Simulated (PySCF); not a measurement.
Input

```
{"job": {"kind": "nmr", "xc": "PBE0", "basis": "pcSseg-1", "pop": false}, "charge": 0, "multiplicity": 1}
F      1.175100    -1.328200     1.003000
C      0.751200    -0.752500    -0.160100
C      0.620500     0.813600    -0.020600
Si    -1.132900     1.110200     0.734200
O     -1.927700    -0.284800     0.139600
Si    -1.092200    -1.339500    -0.696300
H      1.464700    -1.193700    -0.923400
H      1.358500     1.164800     0.655600
H      0.918600     1.119200    -1.019900
H     -0.975300     0.958200     2.205100
H     -1.920300     2.093600     0.089100
H     -1.222000    -0.996800    -2.177800
H     -1.469600    -2.680900    -0.345400
```

Command:

```sh
OMP_NUM_THREADS=1 python probes_run.py task.json out
```

Geometry: GFN2-xTB, MD frame at 250 fs, 400 K.

Method: PBE0/pcSseg-1, SCF density, gas phase, non-relativistic in PySCF 2.14.0.

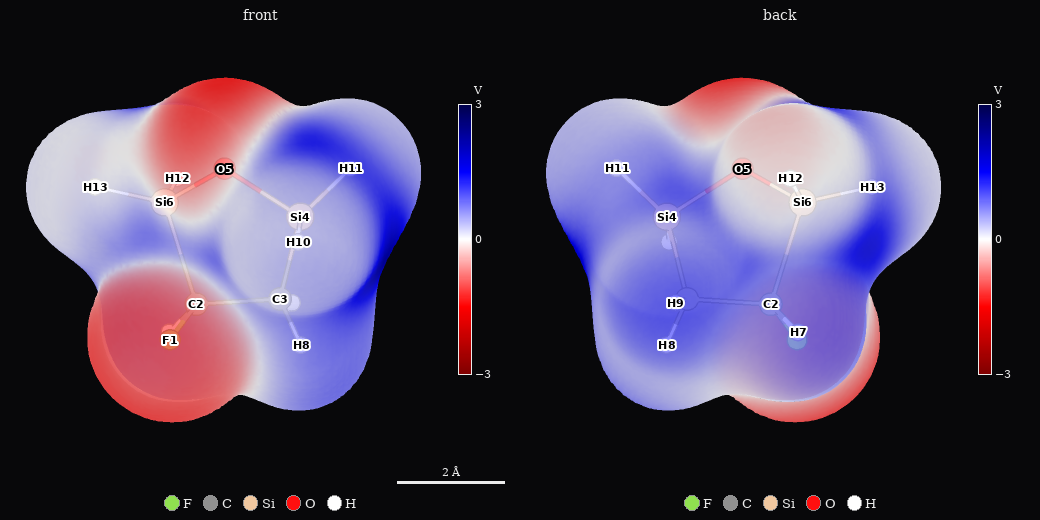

C$_{2}$H$_{7}$FOSi$_{2}$. The electrostatic potential painted on the density surface at 0.002 e/bohr³, seen from the front and from behind; red is negative and blue positive.

Describe the electrostatic potential map.

The most negative region (about −1.3 V) lies over O5, the most positive (about +2.2 V) over Si4. O5 is the likeliest acceptor of a hydrogen bond.
